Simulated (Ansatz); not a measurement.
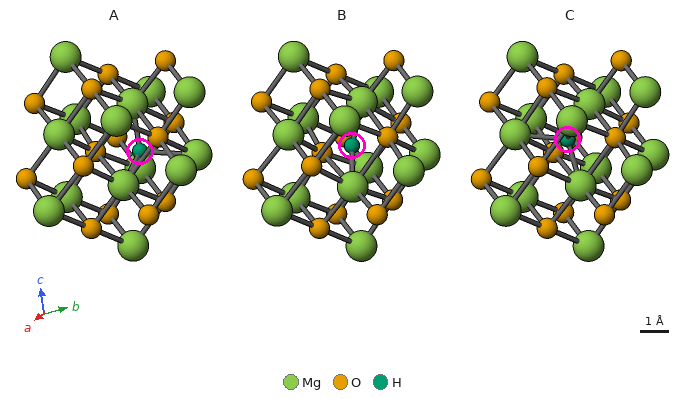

3 geometries from a converged minimum-energy path of MgO with an interstitial H (17 atoms in the cell), shuffled. Style: ball-and-stick. Shown: the atoms within 4.1 Å of the middle of the path, slightly off an axis. The moving atom is ringed, with any periodic copies. Bonds to atoms that aren't drawn are left out.

The calculation used DFT PBE-D3(BJ), scalar-relativistic, plane waves, PAW in Ansatz 0.2.0. Run with plane-wave cutoff 420 eV; k-point mesh 3 × 3 × 3; Gaussian smearing 0.05 eV; spin collinear; 5 movable images; climbing image; force threshold 0.03 eV/Å; iteration limit 71; optimiser FIRE; starting path by straight interpolation.

Which frame is the top of the path?

B. In order along the path, whose images run from 0 to 6: C (image 1, +0.13 eV), B (image 3, +0.54 eV), A (image 5, +0.13 eV). The H atom travels furthest, 2.13 Å from end to end, along [−1 1 −1], on a path that bends up to 0.21 Å away from the straight line. At the highest image its nearest neighbour (O) is 1.57 Å away, against 1.87 Å at the start, and the surrounding atoms stand up to 0.21 Å off the mean of their end positions.

Limits of the set-up: the periodic images lie only 6.0 Å apart, so the values are limited by the cell's size.

PAW datasets: the set soft_1.
